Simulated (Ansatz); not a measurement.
CF4: several calculations on one system

**1. Relaxation**

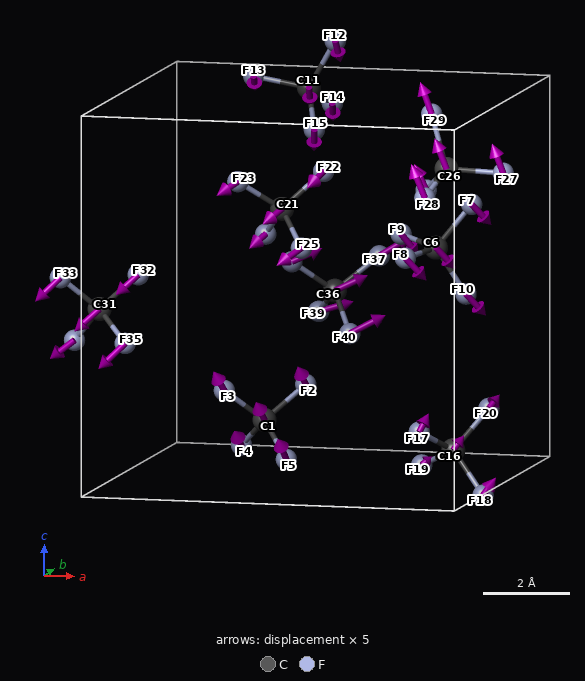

A relaxation of an amorphous cell of composition CF₄. The starting structure is drawn; purple arrows show the displacements, 5 times their true length.

A ball-and-stick model of the cell of the calculation, seen slightly off an axis.

The cell holds 8 CF4. The run prepares the start of a later molecular dynamics calculation, from a guessed geometry.

These are results of DFT PBE-D3(BJ), scalar-relativistic, plane waves, PAW in Ansatz, not measurements. Settings: plane-wave cutoff 420 eV; k-point mesh 1 × 1 × 1; occupations fermi dirac; smearing width 0.05 eV; no spin polarisation; atoms relaxed in a fixed cell; force threshold 0.3 eV/Å; at most 15 steps.

Question: What did the optimiser do to the structure, and how much energy did it gain?

Answer: Over 1 geometry step the energy falls by 19.3 meV per atom. The largest force component goes from 0.88 to 0.22 eV/Å. The largest move is that of an F atom, 0.19 Å roughly along [3 1 2]. By element the largest moves are F 0.19 Å, C 0.17 Å. The cell stays as it was. Some distances before and after: C–F 1.329 → 1.335 Å. Cost: 4.8 s on 2 threads of Intel(R) Xeon(R) 6975P-C (Granite Rapids), with other jobs on the host, peak memory 0.72 GiB.

Limits of the set-up: the program's low-accuracy preset was used.

**2. Dynamics**

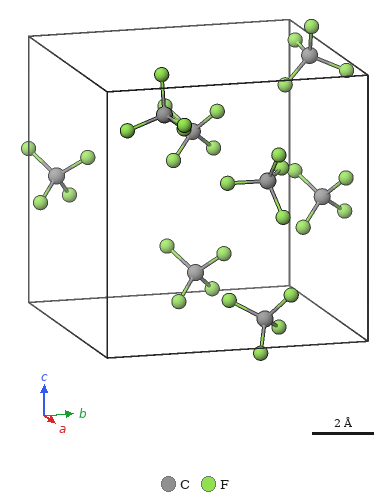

Starting frame of a dynamics run of a periodic cell with 8 CF4 at 1.606 g/cm³. A ball-and-stick model of the simulation cell, seen slightly off an axis.

All numbers below come from DFT PBE-D3(BJ), scalar-relativistic, plane waves, PAW in Ansatz.

Input
```yaml
accuracy: low
crystal:
  lattice:
    - [8.995883, 0.0, 0.0]
    - [0.0, 8.995883, 0.0]
    - [0.0, 0.0, 8.995883]
  atoms:
    - { symbol: C, position: [0.35116812, 0.52884598, 0.14899654] }
    - { symbol: F, position: [0.44096841, 0.61077696, 0.23363269] }
    - { symbol: F, position: [0.26356516, 0.4460826, 0.23528864] }
    - { symbol: F, position: [0.26746282, 0.61804145, 0.06510483] }
    - { symbol: F, position: [0.43244017, 0.44056185, 0.06220547] }
    - { symbol: C, position: [0.78882358, 0.67429313, 0.57559237] }
    - { symbol: F, position: [0.88046784, 0.68897552, 0.69089248] }
    - { symbol: F, position: [0.74354265, 0.53359236, 0.56594724] }
    - { symbol: F, position: [0.67153607, 0.76301894, 0.59428991] }
    - { symbol: F, position: [0.85967348, 0.71168683, 0.45108006] }
    - { symbol: C, position: [0.3647883, 0.96215184, 0.94037909] }
    - { symbol: F, position: [0.44124163, 0.94669021, 1.06626783] }
    - { symbol: F, position: [0.21968589, 0.95036706, 0.96878078] }
    - { symbol: F, position: [0.39307558, 1.09518306, 0.88141882] }
    - { symbol: F, position: [0.40533706, 0.85618058, 0.84516806] }
    - { symbol: C, position: [0.83674314, 0.64904961, 0.06859557] }
    - { symbol: F, position: [0.77521112, 0.53053215, 0.13293061] }
    - { symbol: F, position: [0.92921418, 0.60469741, -0.0382744] }
    - { symbol: F, position: [0.73034014, 0.73434211, 0.01025844] }
    - { symbol: F, position: [0.91255841, 0.72676064, 0.16938447] }
    - { symbol: C, position: [0.39925666, 0.50223967, 0.6908489] }
    - { symbol: F, position: [0.49492968, 0.56894569, 0.78231732] }
    - { symbol: F, position: [0.29882697, 0.42762111, 0.77011245] }
    - { symbol: F, position: [0.33077381, 0.60430109, 0.60802232] }
    - { symbol: F, position: [0.47232994, 0.40801075, 0.60294396] }
    - { symbol: C, position: [0.91091226, 0.24107906, 0.8764739] }
    - { symbol: F, position: [1.05481152, 0.27441711, 0.86486607] }
    - { symbol: F, position: [0.88653434, 0.10641324, 0.82001753] }
    - { symbol: F, position: [0.87112061, 0.24263604, 1.01920341] }
    - { symbol: F, position: [0.83098613, 0.34069478, 0.80120927] }
    - { symbol: C, position: [0.01030472, 0.09866732, 0.46791329] }
    - { symbol: F, position: [0.09082812, 0.19409826, 0.54815928] }
    - { symbol: F, position: [-0.07379946, 0.01674891, 0.55809037] }
    - { symbol: F, position: [-0.07596393, 0.17404415, 0.37385778] }
    - { symbol: F, position: [0.10085732, 0.00981271, 0.39201015] }
    - { symbol: C, position: [0.44505399, 0.98628096, 0.42481473] }
    - { symbol: F, position: [0.54755613, 1.04710165, 0.51291391] }
    - { symbol: F, position: [0.34754739, 0.91083318, 0.50699049] }
    - { symbol: F, position: [0.37527764, 1.09336852, 0.34961803] }
    - { symbol: F, position: [0.51019092, 0.89377261, 0.32942812] }
basis:
  ecutwfc: 420.0
kpoints:
  mp_grid: { grid: [1, 1, 1] }
hamiltonian:
  xc: pbe
  dispersion: d3bj
scf:
  occupations: { method: fermi_dirac, width: 0.05 }
  lower_state_search: "off"
md:
  timestep: 1.5
  n_steps: 300
  ensemble: nvt_langevin
  temperature: 500.0
  initial_velocities: maxwell_boltzmann
  seed: 374933
  friction: 0.02
```

Command:
```bash
ansatz run input.yaml --threads 2 --pin off --max-ram 5120MiB --backend cpu --events-out ev --progress --plain --runs-dir out
```

**What does the trajectory do?**

The mean temperature in the second half is 495 K (standard deviation 42 K). The potential energy in the second half lies on average 32.4 meV per atom above the first frame. In the second half of the run the atoms are, in the root-mean-square, this far from where they began (common drift taken out): F 0.75 Å, C 0.56 Å. The heavy atoms stay within a fraction of a molecule's size of their starting places; so short a run doesn't tell a liquid from a solid.

Along the run (each row but the first and the last is the mean over the interval that it begins):

| time (fs) | potential energy (meV/atom) | T (K) |
| --- | --- | --- |
| 0.0 | 0.0 | 488 |
| 55.5 | 41.2 | 499 |
| 111.0 | 39.7 | 547 |
| 166.5 | 39.7 | 506 |
| 222.0 | 37.6 | 498 |
| 277.5 | 32.8 | 487 |
| 333.0 | 26.7 | 485 |
| 388.5 | 32.8 | 505 |
| 444.0 | 38.2 | 424 |

The paths of the atoms:

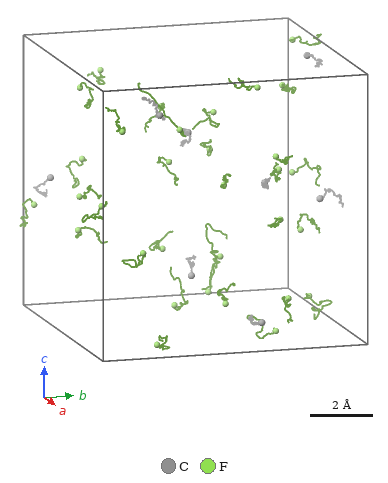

Limits of the set-up: the program's low-accuracy preset was used.

Cost: 9 min on 2 threads of Intel(R) Xeon(R) 6975P-C (Granite Rapids), with other jobs on the host, peak memory 0.76 GiB.

**3. Dynamics**

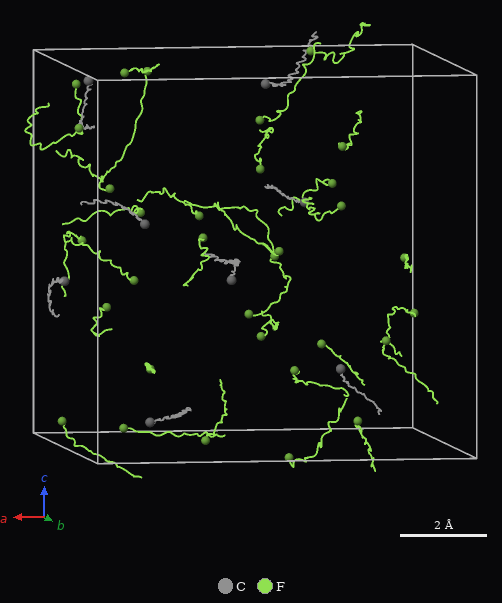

Molecular dynamics of a periodic cell with 8 CF4 at 1.606 g/cm³, 400 fs long. It starts from the last geometry of an earlier run, with fresh velocities. Lines trace each atom's path, in the colour of its element; spheres stand at the starting positions. Seen from a free direction in the simulation cell.

All numbers below come from DFT PBE-D3(BJ), scalar-relativistic, plane waves, PAW (Ansatz). Settings: plane-wave cutoff 420 eV; k-point mesh 1 × 1 × 1; Fermi-Dirac smearing 0.05 eV; low-accuracy preset; Nosé-Hoover thermostat (NVT); set temperature 500 K; time step 1 fs; thermostat time 100.0 fs.

> Describe the motion.

In the second half of the run the atoms are, in the root-mean-square, this far from where they began (common drift taken out): F 1.40 Å, C 1.08 Å. The molecules turn and drift from their places. The conserved quantity stays between −0.066 and 0.068 meV per atom of its start. A straight-line fit has a slope that amounts to +0.028 meV per atom over 400 fs (under 0.1 % of the mean kinetic energy), and the ripple about it is 0.5 % of the kinetic energy's fluctuation. With a drift under 2 % and a ripple under 7 %, the integration is accurate.

Limits of the set-up: the program's low-accuracy preset was used.
